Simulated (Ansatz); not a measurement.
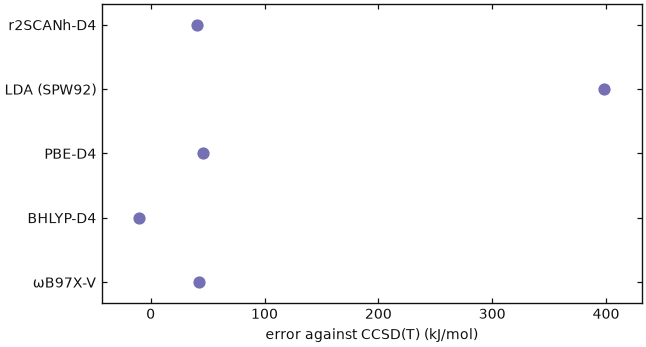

Error in the electronic atomisation energy (method less reference, so positive means overbinding) of B₂SiH₆S, SMILES BB([SiH3])S: functionals in def2-TZVPP against frozen-core CCSD(T) at the limit (MP2 extrapolated from triple and quadruple zeta, plus CCSD(T) less MP2 in a smaller set), which gives 3141.7 kJ/mol, at a PBE0-D4/def2-TZVP geometry (a minimum by its frequencies), no zero-point or spin-orbit term, the Ansatz code. The reference leaves out core correlation, a term that grows with the number of heavy atoms.

> Which of these levels overbind, and which underbind?

Overbind: r2SCANh-D4, LDA (SPW92), PBE-D4 and ωB97X-V. Underbind: none clearly. Within 20 kJ/mol of zero, too close to call in view of what the reference leaves out: BHLYP-D4.

> Give the values.

| level | kJ/mol |
| --- | --- |
| r2SCANh-D4 | 40.3 |
| LDA (SPW92) | 398.6 |
| PBE-D4 | 46.1 |
| BHLYP-D4 | −10.3 |
| ωB97X-V | 42.8 |
